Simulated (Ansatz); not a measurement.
Geometry relaxation, with input and output: CH₅AsOSi

The run: geometry relaxation of CH₅AsOSi, SMILES O=C([SiH3])[AsH2]. Method and program: RKS B3LYP/def2-SVP (Ansatz 0.2.0).

It belongs to a series of runs on one base structure; here: end point B relaxed. Figures and captions count atoms from 1; the log counts them from 0 in places.

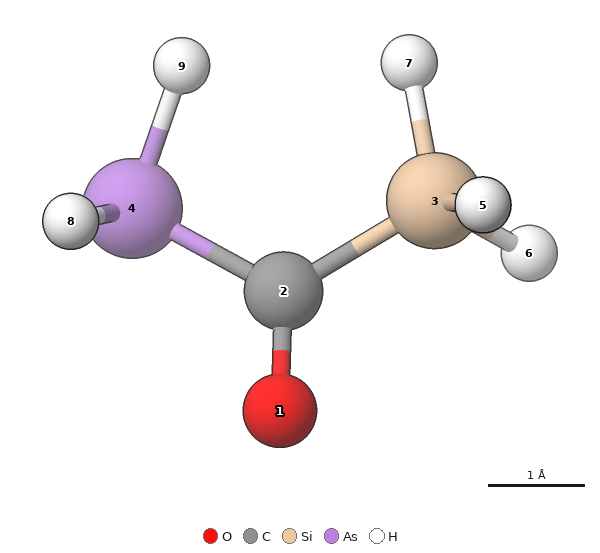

Fig. 1: The starting structure (ball-and-stick view, seen at a tilt; atoms are numbered from 1 in the order of the input). Bond lengths as drawn: As–C 1.87 Å, As–H 1.54 to 1.61 Å, C–O 1.28 Å, C–Si 1.84 Å and H–Si 1.45 to 1.52 Å.

### The input
```yaml
crystal:
  periodic: [false, false, false]
  atoms:
    - { symbol: O, position_ang: [1.266, -1.5074, -0.7005] }
    - { symbol: C, position_ang: [0.3062, -0.7287, -0.3657] }
    - { symbol: Si, position_ang: [0.5222, 1.103, -0.4031] }
    - { symbol: As, position_ang: [-1.3159, -1.4772, 0.1951] }
    - { symbol: H, position_ang: [1.58701, 1.50447, 0.48911] }
    - { symbol: H, position_ang: [0.79704, 1.54474, -1.79223] }
    - { symbol: H, position_ang: [-0.7843, 1.75393, 0.02325] }
    - { symbol: H, position_ang: [-0.7194, -2.0474, 1.5009] }
    - { symbol: H, position_ang: [-1.8527, -0.1601, 0.9554] }
basis:
  gaussian: { orbitals: def2-SVP }
hamiltonian:
  xc: b3lyp
relax:
  f_tol: 0.015
  max_steps: 40
output:
  orbitals: {}
```

Machine: 2 threads of Arm Neoverse V1, 24 GiB of memory available, shared host.

Launched with:
```bash
ansatz run input.yaml --threads 2 --pin off --max-ram 3072MiB --backend cpu --events-out ev --progress --plain --runs-dir out
```

### Log
```
The last accepted step is kept in [file] (removed where the run ends without a failure and the disk answers)
Engine: ansatz 0.2.0, aarch64-unknown-linux-gnu
Functional definition: B3LYP
  parameter a0 = 0.2
  parameter ax = 0.72
  parameter ac = 0.81
  exchange = (1 - a0 - ax)*slater_x + ax*b88_x + a0*exact_x
  correlation = (1 - ac)*vwn_rpa_c + ac*lyp_c
1088 factors; integrals over basis functions are off by at most 3.6e-4 eV
mean field evaluation 1: about -71867.7294 eV, gradient 4.5e1 eV
mean field evaluation 2: about -71827.9308 eV, gradient 1.3e2 eV
mean field evaluation 4: about -71871.6593 eV, gradient 1.4e1 eV
mean field evaluation 8: about -71872.0989 eV, gradient 1.8e-1 eV
mean field evaluation 16: about -71872.0990 eV, gradient 8.1e-5 eV
mean field -71872.09903766 eV, -2641.2509229756 hartree, gradient 8.1e-5 eV, S^2 0.000000; 0 other end points of the search recorded, 0 dependent functions left out
the calculation of the forces begins
reference -71872.09927457 eV, -2641.2509316820 hartree; 33, 33 occupied and 70, 70 virtual orbitals, 1088 factors
relax step   1: F+E_penalty+E_count = -71872.09903766 eV  Δ(F+E_penalty+E_count) = +0.000e0 eV  max|allowed force component| = 4.564e0 eV/Å  Δτ_max = 0.0000 Å  (27 SCF iters, accepted)
these checks for a lower state are left out or cut short: starts, cluster_reference, orbital_swaps, neighbouring_geometries, increment
1088 factors; integrals over basis functions are off by at most 4.1e-4 eV
mean field -71872.52782357 eV, -2641.2666805671 hartree, gradient 1.0e-5 eV, S^2 0.000000; 0 other end points of the search recorded, 0 dependent functions left out
[... from here on the field's lines of each further geometry are left out, up to the last ...]
relax step   2: F+E_penalty+E_count = -71872.52782357 eV  Δ(F+E_penalty+E_count) = -4.288e-1 eV  max|allowed force component| = 2.025e0 eV/Å  Δτ_max = 0.1944 Å  (32 SCF iters, accepted)
relax step   3: F+E_penalty+E_count = -71872.60377883 eV  Δ(F+E_penalty+E_count) = -7.596e-2 eV  max|allowed force component| = 1.907e0 eV/Å  Δτ_max = 0.1741 Å  (32 SCF iters, accepted)
relax step   4: F+E_penalty+E_count = -71872.66608931 eV  Δ(F+E_penalty+E_count) = -6.231e-2 eV  max|allowed force component| = 9.507e-1 eV/Å  Δτ_max = 0.1998 Å  (31 SCF iters, accepted)
relax step   5: F+E_penalty+E_count = -71872.68414328 eV  Δ(F+E_penalty+E_count) = -1.805e-2 eV  max|allowed force component| = 7.232e-1 eV/Å  Δτ_max = 0.2000 Å  (30 SCF iters, accepted)
relax step   6: F+E_penalty+E_count = -71872.68984921 eV  Δ(F+E_penalty+E_count) = -5.706e-3 eV  max|allowed force component| = 2.715e-1 eV/Å  Δτ_max = 0.2000 Å  (31 SCF iters, accepted)
relax step   7: F+E_penalty+E_count = -71872.69907048 eV  Δ(F+E_penalty+E_count) = -9.221e-3 eV  max|allowed force component| = 5.186e-2 eV/Å  Δτ_max = 0.0739 Å  (28 SCF iters, accepted)
relax step   8: F+E_penalty+E_count = -71872.70001286 eV  Δ(F+E_penalty+E_count) = -9.424e-4 eV  max|allowed force component| = 3.079e-2 eV/Å  Δτ_max = 0.0251 Å  (28 SCF iters, accepted)
relax step   9: F+E_penalty+E_count = -71872.70030599 eV  Δ(F+E_penalty+E_count) = -2.931e-4 eV  max|allowed force component| = 2.529e-2 eV/Å  Δτ_max = 0.0223 Å  (28 SCF iters, accepted)
relax step  10: F+E_penalty+E_count = -71872.70041117 eV  Δ(F+E_penalty+E_count) = -1.052e-4 eV  max|allowed force component| = 2.338e-2 eV/Å  Δτ_max = 0.0115 Å  (26 SCF iters, accepted)
relax step  11: F+E_penalty+E_count = -71872.70063665 eV  Δ(F+E_penalty+E_count) = -2.255e-4 eV  max|allowed force component| = 1.934e-2 eV/Å  Δτ_max = 0.0381 Å  (26 SCF iters, accepted)
relax step  12: F+E_penalty+E_count = -71872.70081352 eV  Δ(F+E_penalty+E_count) = -1.769e-4 eV  max|allowed force component| = 3.373e-2 eV/Å  Δτ_max = 0.0515 Å  (28 SCF iters, accepted)
relax step  13: F+E_penalty+E_count = -71872.70092097 eV  Δ(F+E_penalty+E_count) = -1.075e-4 eV  max|allowed force component| = 3.184e-2 eV/Å  Δτ_max = 0.0076 Å  (24 SCF iters, accepted)
relax step  14: F+E_penalty+E_count = -71872.70104647 eV  Δ(F+E_penalty+E_count) = -1.255e-4 eV  max|allowed force component| = 3.703e-2 eV/Å  Δτ_max = 0.0284 Å  (27 SCF iters, accepted)
relax step  15: F+E_penalty+E_count = -71872.70116558 eV  Δ(F+E_penalty+E_count) = -1.191e-4 eV  max|allowed force component| = 4.543e-2 eV/Å  Δτ_max = 0.0216 Å  (28 SCF iters, accepted)
relax step  16: F+E_penalty+E_count = -71872.70121705 eV  Δ(F+E_penalty+E_count) = -5.147e-5 eV  max|allowed force component| = 3.809e-2 eV/Å  Δτ_max = 0.0155 Å  (28 SCF iters, accepted)
relax step  17: F+E_penalty+E_count = -71872.70125041 eV  Δ(F+E_penalty+E_count) = -3.337e-5 eV  max|allowed force component| = 2.873e-2 eV/Å  Δτ_max = 0.0098 Å  (25 SCF iters, accepted)
relax step  18: F+E_penalty+E_count = -71872.70127799 eV  Δ(F+E_penalty+E_count) = -2.758e-5 eV  max|allowed force component| = 1.643e-2 eV/Å  Δτ_max = 0.0157 Å  (28 SCF iters, accepted)
the calculation of the forces begins
reference -71872.70152749 eV, -2641.2730640686 hartree; 33, 33 occupied and 70, 70 virtual orbitals, 1088 factors
relax step  19: F+E_penalty+E_count = -71872.70128478 eV  Δ(F+E_penalty+E_count) = -6.794e-6 eV  max|allowed force component| = 1.060e-2 eV/Å  Δτ_max = 0.0067 Å  (25 SCF iters, accepted)
1088 factors; integrals over basis functions are off by at most 4.0e-4 eV
mean field evaluation 128: about -71872.6905 eV, gradient 3.9e-1 eV
```

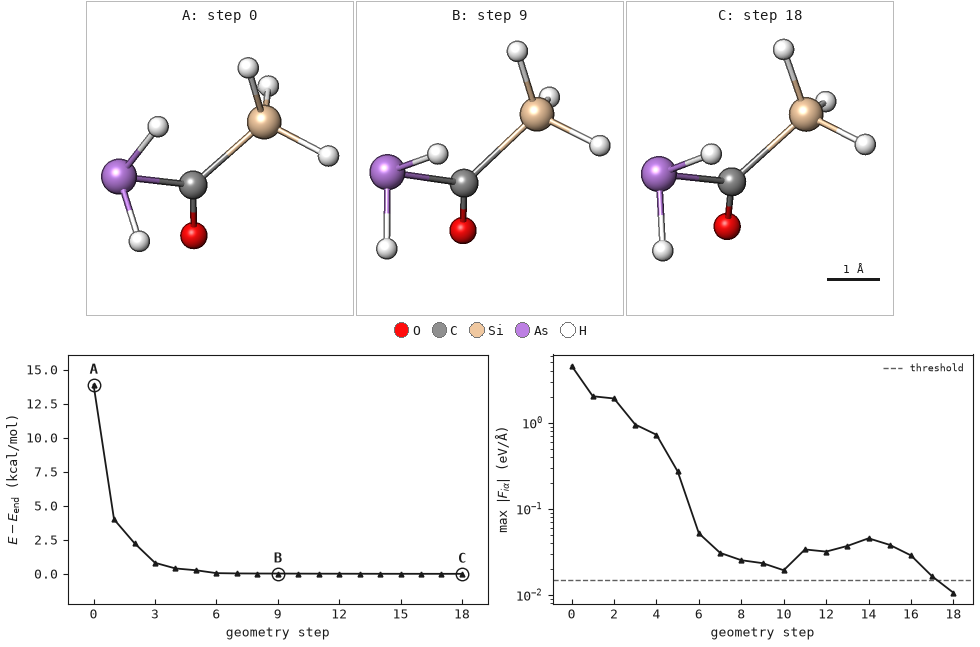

Fig. 2: Frames of the relaxation (ball-and-stick view, seen at a tilt) above the curves, on which the letters mark them (the first geometry is step 0 here and step 1 in the log).

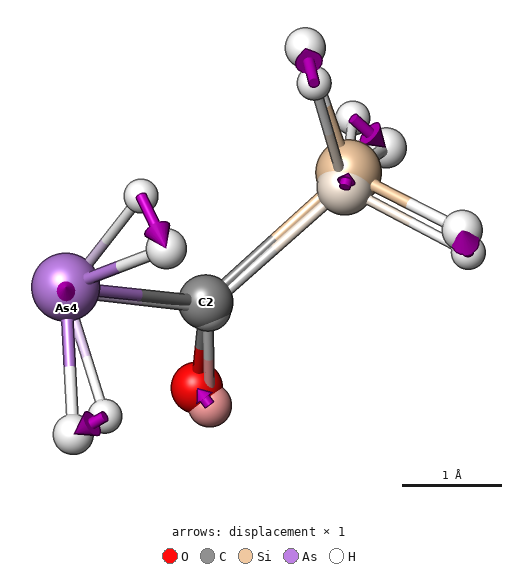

Fig. 3: Start (faint) and end (solid) with the displacements as pink arrows, at true length (ball-and-stick view, seen at a tilt). The two geometries are laid on each other by the best rigid fit. Over 18 geometry steps the energy falls by 13.9 kcal/mol. Largest force component: 4.6 eV/Å at the start, 0.011 eV/Å at the end. The largest move after the best rigid fit is that of H9, 0.68 Å. By element the largest moves are H 0.68 Å, As 0.30 Å, O 0.22 Å, Si 0.18 Å, C 0.07 Å. Among the contacts that change: C2–As4 1.872 → 2.055 Å, C2–Si3 1.845 → 1.951 Å, As4–H9 1.613 → 1.531 Å, O1–C2 1.281 → 1.204 Å. Among the angles that change: H6–Si3–H7 107.1° → 111.0°, C2–Si3–H5 110.4° → 106.9°. (Atoms are counted from 1 in the order of the input.)

```
mean field -71872.70128478 eV, -2641.2730551491 hartree, gradient 2.0e-5 eV, S^2 0.000000; 1 other end points of the search recorded, 0 dependent functions left out
the calculation of the forces begins
reference -71872.70152749 eV, -2641.2730640686 hartree; 33, 33 occupied and 70, 70 virtual orbitals, 1088 factors
Total energy: -71872.70152749 eV, -2641.2730640686 hartree
Atom 0 at     1.065153    -1.470263    -0.828228 Å, force    -0.008405     0.007624     0.004531 eV/Å
Atom 1 at     0.245786    -0.699420    -0.400014 Å, force     0.010601    -0.006451    -0.006447 eV/Å
Atom 2 at     0.520742     1.228180    -0.519345 Å, force     0.000493     0.002956     0.001896 eV/Å
Atom 3 at    -1.501051    -1.406735     0.419029 Å, force    -0.001952    -0.002285     0.004328 eV/Å
Atom 4 at     1.273111     1.635204     0.701842 Å, force    -0.001059    -0.000306    -0.002281 eV/Å
Atom 5 at     1.310142     1.541480    -1.741156 Å, force    -0.000211    -0.000117     0.000639 eV/Å
Atom 6 at    -0.799401     1.921252    -0.542885 Å, force     0.001859    -0.001887    -0.000100 eV/Å
Atom 7 at    -0.769390    -2.421704     1.293303 Å, force    -0.001613     0.002417    -0.001404 eV/Å
Atom 8 at    -1.538943    -0.342655     1.519685 Å, force     0.000288    -0.001952    -0.001162 eV/Å
Dipole moment:    -0.147645     0.294158     0.158649 e Å
```

### Trajectory as extended XYZ (Å, eV, eV/Å), 11 of the 19 frames kept, from step=1 to step=19
```
9
Properties=species:S:1:pos:R:3:forces:R:3 step=1 energy=-71872.09904
O     1.2660   -1.5074   -0.7005   -2.8405   2.3727   0.8950
C     0.3062   -0.7287   -0.3657    4.5642  -2.7796  -1.2691
Si    0.5222    1.1030   -0.4031   -0.8645   1.7366  -0.6338
As   -1.3159   -1.4772    0.1951   -2.4052  -0.3104   1.6302
H     1.5870    1.5045    0.4891    0.6457   0.1656   0.5223
H     0.7970    1.5447   -1.7922    0.1647   0.0242  -0.1302
H    -0.7843    1.7539    0.0232    0.5009  -0.1296  -0.1144
H    -0.7194   -2.0474    1.5009   -0.1186  -0.0051  -0.3167
H    -1.8527   -0.1601    0.9554    0.3534  -1.0743  -0.5833
9
Properties=species:S:1:pos:R:3:forces:R:3 step=3 energy=-71872.60378
O     1.2314   -1.3996   -0.6012   -1.5204   1.0989   0.1818
C     0.2628   -0.6774   -0.3488    1.9074  -1.1654   0.1484
Si    0.5576    1.2423   -0.4869    0.0001   0.0706  -0.0575
As   -1.4268   -1.6004    0.2840   -0.1986  -0.4412  -0.4856
H     1.6995    1.5876    0.4188   -0.1231  -0.1181  -0.0791
H     0.9243    1.5779   -1.8961   -0.0459  -0.0438   0.0797
H    -0.6528    1.9941   -0.0601   -0.0560   0.0595  -0.0380
H    -0.8049   -2.2715    1.5020    0.1910   0.0409  -0.0351
H    -1.9849   -0.4676    1.0906   -0.1546   0.4987   0.2854
9
Properties=species:S:1:pos:R:3:forces:R:3 step=5 energy=-71872.68414
O     1.1852   -1.4170   -0.6068   -0.0012   0.2042   0.0125
C     0.2977   -0.6573   -0.3071   -0.1767  -0.7232   0.0588
Si    0.5456    1.2438   -0.5044    0.0098   0.2673  -0.0632
As   -1.5139   -1.4784    0.3049    0.1758   0.2369   0.0445
H     1.5440    1.6761    0.5045    0.0685   0.0030   0.0904
H     1.0682    1.5080   -1.8701    0.0133  -0.0013  -0.0566
H    -0.7344    1.9663   -0.2880   -0.0796   0.0287   0.0041
H    -0.8290   -2.4355    1.2797    0.0073   0.0151  -0.0476
H    -1.7573   -0.4207    1.3895   -0.0172  -0.0309  -0.0430
9
Properties=species:S:1:pos:R:3:forces:R:3 step=6 energy=-71872.68985
O     1.1913   -1.4220   -0.5666    0.1148  -0.2317  -0.0408
C     0.2996   -0.6668   -0.2837    0.0330   0.2659   0.0518
Si    0.5434    1.2474   -0.5261   -0.0197   0.0383   0.0026
As   -1.5151   -1.3570    0.3284   -0.1387  -0.2715   0.0963
H     1.4826    1.7224    0.5293   -0.0228   0.0027  -0.0043
H     1.1223    1.4926   -1.8748    0.0033   0.0094  -0.0066
H    -0.7820    1.9118   -0.3867    0.0017   0.0906   0.0034
H    -0.8985   -2.5021    1.1340   -0.0541   0.0336  -0.0485
H    -1.6375   -0.4409    1.5484    0.0824   0.0627  -0.0539
9
Properties=species:S:1:pos:R:3:forces:R:3 step=8 energy=-71872.70001
O     1.1583   -1.4383   -0.6416   -0.0002   0.0100  -0.0059
C     0.2805   -0.6789   -0.3210    0.0097  -0.0127   0.0118
Si    0.5320    1.2462   -0.5213   -0.0308  -0.0121  -0.0107
As   -1.5183   -1.3994    0.3540   -0.0126  -0.0017  -0.0129
H     1.4267    1.6919    0.5834    0.0012   0.0004   0.0029
H     1.1709    1.5063   -1.8400    0.0052   0.0104   0.0029
H    -0.7830    1.9433   -0.4228    0.0171   0.0057  -0.0003
H    -0.8587   -2.4838    1.1998    0.0017  -0.0052   0.0121
H    -1.6023   -0.4019    1.5118    0.0086   0.0051   0.0001
9
Properties=species:S:1:pos:R:3:forces:R:3 step=10 energy=-71872.70041
O     1.1508   -1.4417   -0.6673   -0.0220   0.0234   0.0029
C     0.2753   -0.6848   -0.3345    0.0103  -0.0231  -0.0041
Si    0.5270    1.2427   -0.5219   -0.0094  -0.0019   0.0019
As   -1.5166   -1.4085    0.3613    0.0137   0.0190  -0.0013
H     1.4076    1.6753    0.5999   -0.0018   0.0001  -0.0010
H     1.1871    1.5168   -1.8276   -0.0017  -0.0010   0.0051
H    -0.7846    1.9479   -0.4328    0.0127  -0.0117  -0.0031
H    -0.8470   -2.4739    1.2246    0.0021   0.0036   0.0020
H    -1.5933   -0.3883    1.5005   -0.0039  -0.0083  -0.0024
9
Properties=species:S:1:pos:R:3:forces:R:3 step=12 energy=-71872.70081
O     1.1153   -1.4546   -0.7385   -0.0312   0.0130   0.0121
C     0.2636   -0.6905   -0.3637    0.0055  -0.0289  -0.0093
Si    0.5220    1.2357   -0.5234    0.0271   0.0337   0.0057
As   -1.5130   -1.3962    0.3910    0.0218  -0.0031   0.0076
H     1.3368    1.6612    0.6524   -0.0182  -0.0051  -0.0287
H     1.2509    1.5269   -1.7894   -0.0134  -0.0008   0.0248
H    -0.7980    1.9303   -0.4950    0.0152  -0.0080  -0.0020
H    -0.8234   -2.4588    1.2427   -0.0032   0.0048  -0.0029
H    -1.5480   -0.3686    1.5261   -0.0037  -0.0057  -0.0072
9
Properties=species:S:1:pos:R:3:forces:R:3 step=14 energy=-71872.70105
O     1.0973   -1.4616   -0.7688   -0.0230   0.0222   0.0201
C     0.2577   -0.6948   -0.3726    0.0208  -0.0148  -0.0370
Si    0.5235    1.2335   -0.5210    0.0131   0.0090   0.0029
As   -1.5084   -1.4054    0.3994    0.0064   0.0084  -0.0076
H     1.3235    1.6568    0.6639   -0.0051  -0.0071  -0.0004
H     1.2672    1.5355   -1.7748   -0.0060  -0.0131   0.0067
H    -0.7951    1.9289   -0.5055   -0.0064  -0.0023   0.0016
H    -0.8035   -2.4466    1.2638    0.0012   0.0017   0.0075
H    -1.5560   -0.3612    1.5179   -0.0009  -0.0042   0.0063
9
Properties=species:S:1:pos:R:3:forces:R:3 step=15 energy=-71872.70117
O     1.0870   -1.4648   -0.7869   -0.0377   0.0308   0.0124
C     0.2526   -0.6959   -0.3833    0.0454  -0.0111  -0.0073
Si    0.5230    1.2326   -0.5207    0.0060  -0.0096  -0.0077
As   -1.5061   -1.4051    0.4059   -0.0057  -0.0067  -0.0102
H     1.3076    1.6496    0.6767   -0.0044  -0.0057  -0.0018
H     1.2820    1.5369   -1.7645   -0.0052  -0.0043   0.0076
H    -0.7966    1.9262   -0.5178   -0.0038   0.0031   0.0006
H    -0.7908   -2.4375    1.2724    0.0002  -0.0005   0.0044
H    -1.5524   -0.3567    1.5205    0.0051   0.0041   0.0022
9
Properties=species:S:1:pos:R:3:forces:R:3 step=17 energy=-71872.70125
O     1.0757   -1.4674   -0.8087   -0.0232   0.0247   0.0112
C     0.2494   -0.6973   -0.3917    0.0287  -0.0188  -0.0132
Si    0.5216    1.2308   -0.5201    0.0058  -0.0062   0.0000
As   -1.5033   -1.4052    0.4125   -0.0050  -0.0020   0.0028
H     1.2886    1.6423    0.6907   -0.0040  -0.0014  -0.0071
H     1.2972    1.5384   -1.7527   -0.0043   0.0004   0.0078
H    -0.7988    1.9233   -0.5316    0.0018   0.0010  -0.0006
H    -0.7813   -2.4299    1.2831    0.0013  -0.0001  -0.0014
H    -1.5428   -0.3497    1.5208   -0.0010   0.0025   0.0005
9
Properties=species:S:1:pos:R:3:forces:R:3 step=19 energy=-71872.70129
O     1.0652   -1.4703   -0.8282   -0.0084   0.0076   0.0045
C     0.2458   -0.6994   -0.4000    0.0106  -0.0065  -0.0064
Si    0.5207    1.2282   -0.5193    0.0005   0.0030   0.0019
As   -1.5011   -1.4067    0.4190   -0.0020  -0.0023   0.0043
H     1.2731    1.6352    0.7018   -0.0011  -0.0003  -0.0023
H     1.3101    1.5415   -1.7412   -0.0002  -0.0001   0.0006
H    -0.7994    1.9213   -0.5429    0.0019  -0.0019  -0.0001
H    -0.7694   -2.4217    1.2933   -0.0016   0.0024  -0.0014
H    -1.5389   -0.3427    1.5197    0.0003  -0.0020  -0.0012
```

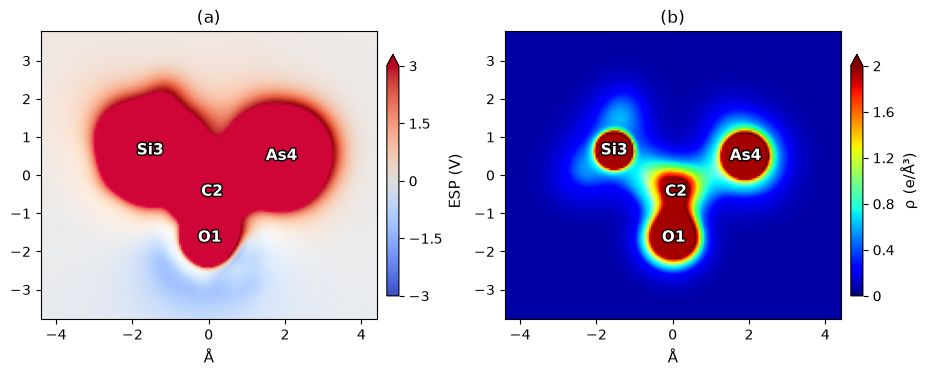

Fig. 4: (a) molecular electrostatic potential; (b) electron density on the plane of atoms O1, C2 and As4. Atoms in the plane: O, C, Si and As. C–O (1.20 Å): ρ at the midpoint is about 3.4 e/Å³. C–Si (1.95 Å): ρ is about 0.87 e/Å³ halfway. C–As (2.05 Å): ρ is about 0.82 e/Å³ halfway.

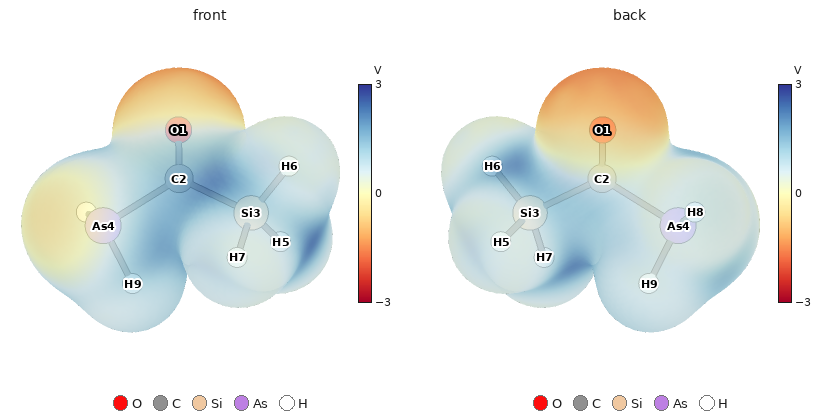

Fig. 5: The molecular electrostatic potential painted on the density surface at 0.004 e/bohr³, seen at a tilt and from behind; red is negative and blue positive. A positive charge is drawn to the negative regions and a negative charge to the positive ones.

### Summary

```tsv
quantity	value
outcome	converged
total energy	−71872.7015 eV
mean-field energy	−71872.7015 eV
largest force (length of the vector) at the end	0.014 eV/Å
wall time	55 s (CPU time 1.8 min)
peak memory	0.23 GiB
```
